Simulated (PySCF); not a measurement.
# CaI (SMILES [Ca][I]) at FCI/STO-3G

Aim: the energy change on altering one bond length of CaI at FCI/STO-3G, from 2 runs. 

The calculation is run with PySCF 2.14.0.

6 further runs of the same task are left out: 6 set aside as unsound or not needed.

## Step 1: The system as given

CaI has 2 atoms, charge 0, and is taken as a doublet. SMILES: `[Ca][I]`. The shape is that of a PBE0-D4/def2-TZVP optimisation.

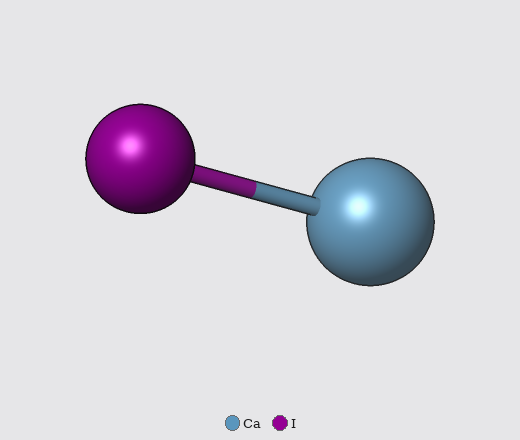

Viewed from a chosen angle; calcium blue, iodine purple.

## Step 2: The energy at FCI/STO-3G

The input, run.py:

```python
# CaI
from pyscf import gto, mcscf

molecule = gto.Mole()
molecule.atom = '''
Ca     0.000000     0.000000     0.096716
I      0.000000     0.000000     5.434890
'''
molecule.basis = 'sto-3g'
molecule.unit = 'bohr'
molecule.max_memory = 1860
molecule.verbose = 3
molecule.spin = 1
molecule.build()

mf = molecule.ROHF()
mf.conv_tol = 1e-10
mf.kernel()
if not mf.converged:
    mf = mf.newton().run(mf.mo_coeff, mf.mo_occ)

cas = mcscf.CASCI(mf, mf.mo_coeff.shape[-1] - 23, (molecule.nelec[0] - 23, molecule.nelec[1] - 23))  # full CI above the frozen core
cas.fix_spin_(ss=0.75)
cas.kernel()
etot = cas.e_tot
print('Final energy', etot)
```

On the command line:

```
$ OMP_NUM_THREADS=1 python run.py
```

The program printed:

```text
converged SCF energy = -7520.73483524467
CASCI E = -7520.75195130437  E(CI) = -178.518104024405  S^2 = 0.7500000
Final energy -7520.751951304374
```

Wall time 25 s (1 thread of Intel Xeon 6975P-C (Granite Rapids), shared host); peak memory 0.45 GiB.

## Step 3: The distorted shape, same level

The input, job.py:

```python
from pyscf import gto, scf, mcscf

mol = gto.M(
    atom='''
Ca   0.000000   0.000000  -5.033580
I    0.000000   0.000000   2.876020
''',
    basis='sto-3g',
    verbose=4,
    max_memory=1860,
    spin=1,
    charge=0,
)

myscf = scf.ROHF(mol)
myscf.conv_tol = 1e-10
myscf.kernel()
if not myscf.converged:
    myscf = myscf.newton().run(myscf.mo_coeff, myscf.mo_occ)

cas = mcscf.CASCI(myscf, myscf.mo_coeff.shape[-1] - 23, (mol.nelec[0] - 23, mol.nelec[1] - 23))  # full CI above the frozen core
cas.fix_spin_(ss=0.75)
cas.kernel()
energy = cas.e_tot
print(f'total energy: {energy:.8f} hartree')
```

On the command line:

```
$ OMP_NUM_THREADS=1 python job.py
```

The program printed:

```text
PySCF version 2.14.0

[INPUT] num. atoms = 2
[INPUT] num. electrons = 73
[INPUT] charge = 0
[INPUT] spin (= nelec alpha-beta = 2S) = 1
[INPUT] symmetry False subgroup None
[INPUT] Mole.unit = angstrom
[INPUT] Symbol           X                Y                Z      unit          X                Y                Z       unit  Magmom
[INPUT]  1 Ca     0.000000000000   0.000000000000  -5.033580000000 AA    0.000000000000   0.000000000000  -9.512087626088 Bohr   0.0
[INPUT]  2 I      0.000000000000   0.000000000000   2.876020000000 AA    0.000000000000   0.000000000000   5.434890128772 Bohr   0.0

nuclear repulsion = 70.9173464619197
number of shells = 18
number of NR pGTOs = 120
number of NR cGTOs = 40
basis = sto-3g
ecp = {}

******** <class 'pyscf.scf.rohf.ROHF'> ********
method = ROHF
initial guess = minao
damping factor = 0
level_shift factor = 0
DIIS = <class 'pyscf.scf.diis.CDIIS'>
diis_start_cycle = 1
diis_space = 8
diis_damp = 0
SCF conv_tol = 1e-10
SCF conv_tol_grad = None
SCF max_cycles = 50
direct_scf = True
direct_scf_tol = 1e-13
num. doubly occ = 36  num. singly occ = 1
Set gradient conv threshold to 1e-05
init E= -7497.81281030411
  HOMO = -0.236826252172721  LUMO = 0.102211707319762  gap/eV = 9.22569
cycle= 1 E= -7520.51251151642  delta_E= -22.7  |g|= 0.031  |ddm|= 1.39
  HOMO = 0.00492660910214695  LUMO = 0.0411161640852005  gap/eV = 0.98477
cycle= 2 E= -7520.66351852771  delta_E= -0.151  |g|= 0.0602  |ddm|= 1.79
  HOMO = -0.0446766839466134  LUMO = 0.0978185827916201  gap/eV = 3.87749
cycle= 3 E= -7520.66435657738  delta_E= -0.000838  |g|= 0.0417  |ddm|= 0.0281
  HOMO = -0.115857615884551  LUMO = 0.178382298181142  gap/eV = 8.00668
cycle= 4 E= -7520.66506602424  delta_E= -0.000709  |g|= 0.0112  |ddm|= 0.0462
  HOMO = -0.144299790850611  LUMO = 0.219293230078808  gap/eV = 9.89387
cycle= 5 E= -7520.51164412514  delta_E= 0.153  |g|= 0.0694  |ddm|= 1.79
  HOMO = -0.13442993904857  LUMO = 0.199290748230944  gap/eV = 9.08100
cycle= 6 E= -7520.66511284904  delta_E= -0.153  |g|= 0.00328  |ddm|= 1.79
  HOMO = -0.144753897824766  LUMO = 0.211019741300999  gap/eV = 9.68109
cycle= 7 E= -7520.66511689538  delta_E= -4.05e-06  |g|= 0.0014  |ddm|= 0.00716
  HOMO = -0.142050161159424  LUMO = 0.207946504511113  gap/eV = 9.52389
cycle= 8 E= -7520.66511773107  delta_E= -8.36e-07  |g|= 0.000168  |ddm|= 0.00177
  HOMO = -0.141538738955798  LUMO = 0.207365849731278  gap/eV = 9.49418
cycle= 9 E= -7520.66511774207  delta_E= -1.1e-08  |g|= 6.33e-05  |ddm|= 0.000352
  HOMO = -0.141669304181956  LUMO = 0.207514312038034  gap/eV = 9.50177
cycle= 10 E= -7520.6651177438  delta_E= -1.74e-09  |g|= 3.87e-06  |ddm|= 8.67e-05
  HOMO = -0.141674292352715  LUMO = 0.207519983003238  gap/eV = 9.50206
cycle= 11 E= -7520.66511774381  delta_E= -1e-11  |g|= 1.7e-06  |ddm|= 8.41e-06
  HOMO = -0.141677846083805  LUMO = 0.207524057394002  gap/eV = 9.50227
Extra cycle  E= -7520.66511774288  delta_E= 9.32e-10  |g|= 1.2e-05  |ddm|= 0.000146
converged SCF energy = -7520.66511774288

******** <class 'pyscf.mcscf.casci.CASCI'> ********
CAS (14e+13e, 17o), ncore = 23, nvir = 0
natorb = False
canonicalization = True
sorting_mo_energy = False
******** <class 'pyscf.fci.addons.SpinPenaltyFCISolver'> ********
max. cycles = 200
conv_tol = 1e-08
davidson only = True
linear dependence = 1e-12
level shift = 0.001
max iter space = 12
nroots = 1
pspace_size = 400
spin = None
Density matrix diagonal elements [1.99995182 2.         2.         2.         2.         2.
 1.99887136 1.99887139 1.99887146 1.99999776 1.99999956 2.
 1.86526529 1.00000268 0.04607491 0.04606266 0.0460311 ]
CASCI converged
CASCI E = -7520.69804856979  E(CI) = -157.997681049332  S^2 = 0.7500000
total energy: -7520.69804857 hartree
```

Wall time 14 s (1 thread of Intel Xeon 6975P-C (Granite Rapids), shared host); peak memory 0.33 GiB.

## Step 4: Results

At FCI/STO-3G, 23 core orbitals frozen:

| quantity | value |
| --- | --- |
| first shape: total energy | -7520.75195 Eh |
| first shape: dipole moment (Hartree–Fock density) | 4.73 D |
| first shape: correlation energy (23 core orbitals frozen) | -17.1 mEh |
| distorted shape: total energy | -7520.69805 Eh |
| distorted shape: dipole moment (Hartree–Fock density) | 0.01 D |
| distorted shape: correlation energy (23 core orbitals frozen) | -32.9 mEh |
| energy change with the Ca1–I2 bond stretched from 2.825 to 7.910 Å | 1.467 eV |

What this shows: With the Ca1–I2 bond stretched from 2.825 to 7.910 Å the energy rises by 1.47 eV (142 kJ/mol). The first shape isn't relaxed at this level, so the change isn't measured from a minimum. The minimal basis adds a large error of its own. Relativity is left out (first shape) although the molecule holds a heavy atom. Relativity is left out (distorted shape) although the molecule holds a heavy atom.
